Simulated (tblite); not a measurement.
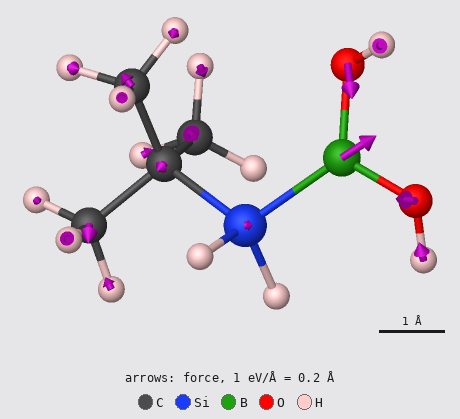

Starting geometry of C4H13BO2Si with the computed forces as purple arrows. Style: ball-and-stick. Shown at a tilt.

These are results of GFN2-xTB geometry optimisation, gas phase (tblite 0.8.0), not measurements. 

Is this structure relaxed? If not, where do the atoms go?

It isn't relaxed: the largest force vector, on an O atom, is 3.48 eV/Å. The final displacements have little in common with the starting forces (cosine between the two patterns 0.27). An H atom moves most after the best rigid fit: 0.93 Å. By element the largest moves are H 0.93 Å, O 0.40 Å, C 0.14 Å, Si 0.13 Å, B 0.11 Å. Near-neighbour distances that change, for instance: B–O 1.460 → 1.350 Å, B–O 1.474 → 1.365 Å, B–Si 1.921 → 1.977 Å, C–Si 1.872 → 1.921 Å. Bond angles that change, for instance: H–Si–H 112.0° → 102.6°, B–O–H 105.8° → 114.8°, C–C–Si 104.3° → 110.9°. Groups turn about C–C by about 45°, B–O by about 30°, B–O by about 30°. After 134 geometry steps the energy has fallen by 126.8 kJ/mol. Cost: 1.1 s on 1 thread of Arm Neoverse V1, with other jobs on the host.
